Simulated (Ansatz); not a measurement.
**Frequency calculation of BPH6**

- system: BPH6, SMILES [BH3-][PH3+]
- method: PBE/def2-SVP, RKS (Ansatz 0.2.0)

The geometry was optimised with PBE/def2-SVP. Figures and captions count atoms from 1; the log counts them from 0 in places.

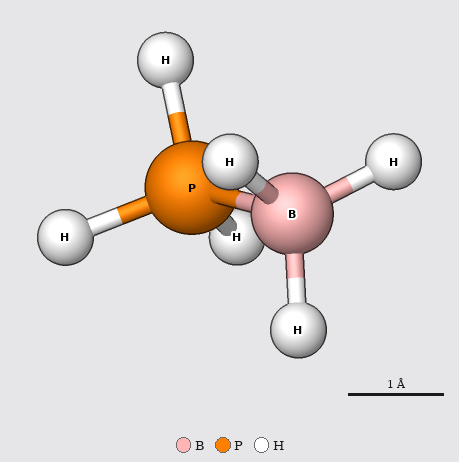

Figure 1. The structure (ball-and-stick view, seen at a tilt).

**Summary**

```csv
quantity,value
outcome,converged
total energy,−369.431461 hartree
basis functions,62
largest force,0.001 eV/Å
zero-point energy,0.054733 hartree
dipole moment,4.11 D
"wavenumbers, lowest and highest",245 and 2499 cm⁻¹
hardware,"1 thread of Arm Neoverse V2, 112 GiB of memory available, shared host"
wall time,33 s
peak memory,0.091 GiB
```

**Input file**
```yaml
crystal:
  periodic: [false, false, false]
  atoms:
    - symbol: B
      position_ang: [-0.563767, 0.230442, -0.926180]
    - symbol: P
      position_ang: [0.433648, -0.181464, 0.667453]
    - symbol: H
      position_ang: [-1.717977, 0.347488, -0.524378]
    - symbol: H
      position_ang: [-0.370936, -0.742785, -1.649360]
    - symbol: H
      position_ang: [-0.054118, 1.273204, -1.326487]
    - symbol: H
      position_ang: [0.427006, 0.761473, 1.742175]
    - symbol: H
      position_ang: [1.844553, -0.385649, 0.558542]
    - symbol: H
      position_ang: [0.093790, -1.359810, 1.402434]
basis:
  gaussian:
    orbitals: def2-SVP
hamiltonian:
  xc: pbe
phonons:
  temperatures:
    t_min: 298.15
    t_max: 298.15
    t_step: 1
```

Run as:
```bash
ansatz run molecule.yaml --threads 1 --pin off --max-ram 3480MiB --events-out events.jsonl --progress --plain --runs-dir runs
```

**The program's output**
```
Functional definition: PBE
  name "PBE"
  parameter kappa = 0.804
  parameter beta = 0.06672455060314922
  exchange = pbe_x(kappa = kappa, mu = beta*pi^2/3)
  correlation = pbe_c(beta = beta)
709 factors; their error is unknown
mean field evaluation 1: about -10048.1503 eV, gradient 3.5e1 eV
mean field evaluation 2: about -10042.9163 eV, gradient 4.9e1 eV
mean field evaluation 4: about -10052.7388 eV, gradient 2.1e0 eV
mean field evaluation 8: about -10052.7421 eV, gradient 9.1e-3 eV
mean field -10052.74213247 eV, -369.4314593751 hartree, gradient 1.5e-5 eV, S^2 0.000000; 0 other end points of the search recorded, 0 dependent functions left out
the calculation of the forces begins
reference -10052.74216346 eV, -369.4314605138 hartree; 13, 13 occupied and 49, 49 virtual orbitals, 709 factors
these checks for a lower state are left out or cut short: stability, starts, cluster_reference, orbital_swaps, neighbouring_geometries, increment
709 factors; their error is unknown
mean field evaluation 16: about -10052.7420 eV, gradient 1.0e-1 eV
mean field -10052.74204210 eV, -369.4314560537 hartree, gradient 8.6e-7 eV, S^2 0.000000; 0 other end points of the search recorded, 0 dependent functions left out
[... from here on the field's lines of each further geometry are left out, up to the last ...]
the calculation of the forces begins
reference -10052.74214179 eV, -369.4314597173 hartree; 13, 13 occupied and 49, 49 virtual orbitals, 709 factors
these checks for a lower state are left out or cut short: stability, starts, cluster_reference, orbital_swaps, neighbouring_geometries, increment
709 factors; their error is unknown
mean field -10052.74211044 eV, -369.4314585654 hartree, gradient 8.2e-7 eV, S^2 0.000000; 0 other end points of the search recorded, 0 dependent functions left out
the calculation of the forces begins
reference -10052.74214143 eV, -369.4314597042 hartree; 13, 13 occupied and 49, 49 virtual orbitals, 709 factors
Total energy: -10052.74216346 eV, -369.4314605138 hartree
Atom 0 at    -0.563767     0.230442    -0.926180 Å, force     0.000382    -0.000049     0.000660 eV/Å
Atom 1 at     0.433648    -0.181464     0.667453 Å, force    -0.000094    -0.000061    -0.000027 eV/Å
Atom 2 at    -1.717977     0.347488    -0.524378 Å, force    -0.000113     0.000019    -0.000241 eV/Å
Atom 3 at    -0.370936    -0.742785    -1.649360 Å, force    -0.000070     0.000106    -0.000097 eV/Å
Atom 4 at    -0.054118     1.273204    -1.326487 Å, force    -0.000150     0.000035    -0.000286 eV/Å
Atom 5 at     0.427006     0.761473     1.742175 Å, force    -0.000033     0.000154     0.000046 eV/Å
Atom 6 at     1.844553    -0.385649     0.558542 Å, force     0.000156    -0.000015    -0.000126 eV/Å
Atom 7 at     0.093790    -1.359810     1.402434 Å, force    -0.000079    -0.000189     0.000071 eV/Å
Dipole moment:     0.443971    -0.183347     0.709364 e Å
Vibrations: 244.51 361.83 361.89 568.53 797.45 797.48 973.37 1040.55 1068.47 1068.50 1091.17 1091.19 2378.28 2394.69 2394.72 2395.17 2498.52 2498.53 cm⁻¹, zero-point energy 1.489351 eV
```

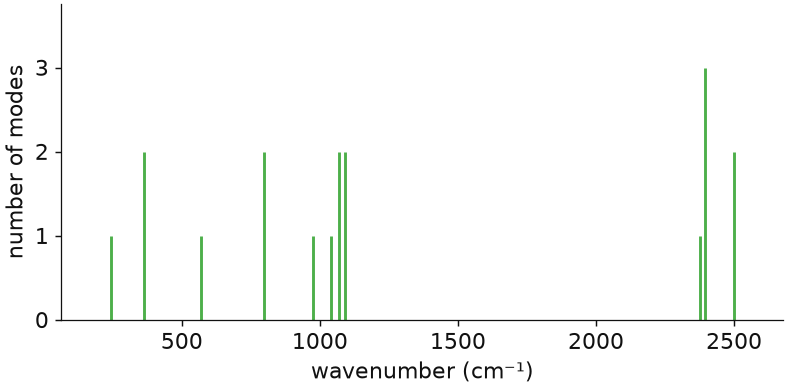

Figure 2. Harmonic vibrational wavenumbers from the force constants; neighbouring modes closer than 10 cm⁻¹ are counted in one stick. 18 modes from 245 to 2499 cm⁻¹, none imaginary.

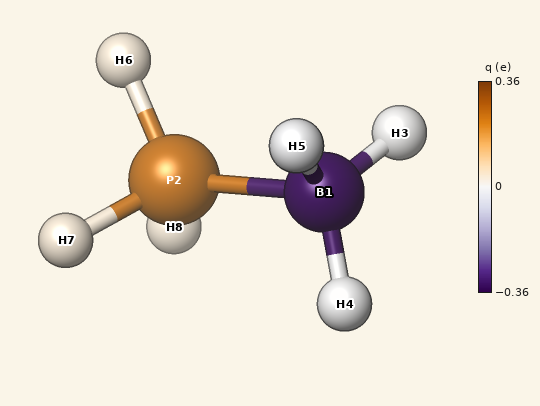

Figure 3. Mulliken charges, as the colour of each atom (ball-and-stick view, seen at a tilt; atoms are numbered from 1 in the order of the input). By element: B −0.34, P +0.26 and H 0.00 to +0.03 e.
